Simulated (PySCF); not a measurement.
H5F3N2Si2, SMILES N[SiH2]N[Si](F)(F)F at its CAM-B3LYP/def2-SVP optimised geometry (Å):

```
12

Si     1.3451     0.9339     0.0339
F      1.0349     1.9351     1.2418
F      1.2976     1.8439    -1.2796
F      2.8458     0.4067     0.1974
N      0.2921    -0.3821     0.0000
Si    -1.4599    -0.3821     0.0000
N     -2.0691    -1.2961     1.3156
H      0.7459    -1.2930     0.0325
H     -2.0176    -1.0317    -1.2145
H     -1.7897     1.0701     0.0000
H     -1.9180    -1.0481     2.2866
H     -2.8458    -1.9351     1.1972
```

Calculation: PySCF with CAM-B3LYP/def2-TZVP. Cells within 0.4 Å of a nucleus heavier than hydrogen are left out (blank, or x).

Map of the log10 of the electron density (e/bohr³), floored at −4 on the plane z = 1.0 Å:

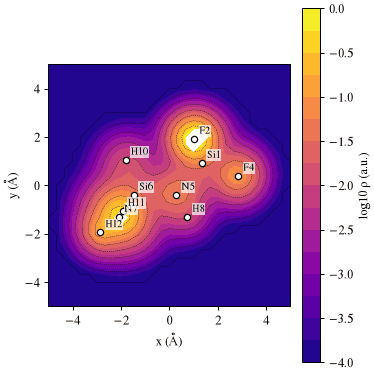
Figure: Log10 of the electron density (e/bohr³), floored at −4 on the plane z = 1.0 Å.
